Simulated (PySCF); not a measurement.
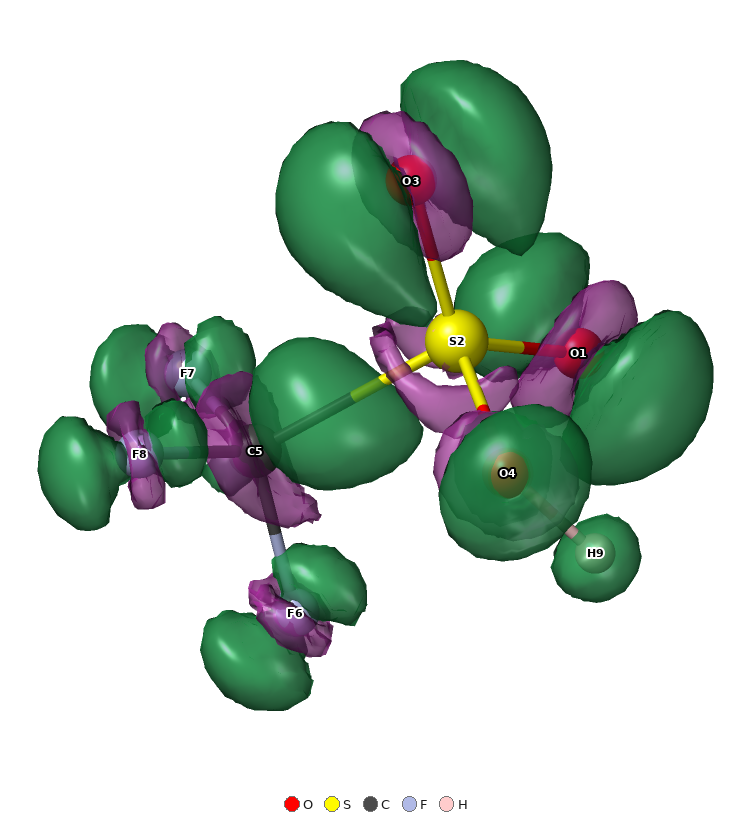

*CHF$_{3}$O$_{3}$S, SMILES `O=S(=O)(O)C(F)(F)F`. Fukui function f⁻ = ρ(N) − ρ(N−1) at fixed geometry, surfaces at ±0.03 e/Å³ (green positive, purple negative).*

Computed with PySCF, PBE0/6-31+G*, geometry: GFN2-xTB. No frequency check shows the geometry to be a minimum. GFN2-xTB bond lengths at metals and heavier atoms can be off by up to 0.1 Å and shapes distorted, which carries into these values.

Which atoms respond most to the removal of an electron?

f⁻ (Hirshfeld-condensed) is largest on O3 (0.23) and O1 (0.22); the vertical ionisation energy is 12.35 eV (the stability of the cation's solution wasn't checked). Condensed values hint at sites of electrophilic attack but needn't mark the atom that reacts. Shares this close don't rank the sites. Orbital relaxation makes it negative in places (0.21 e in all).
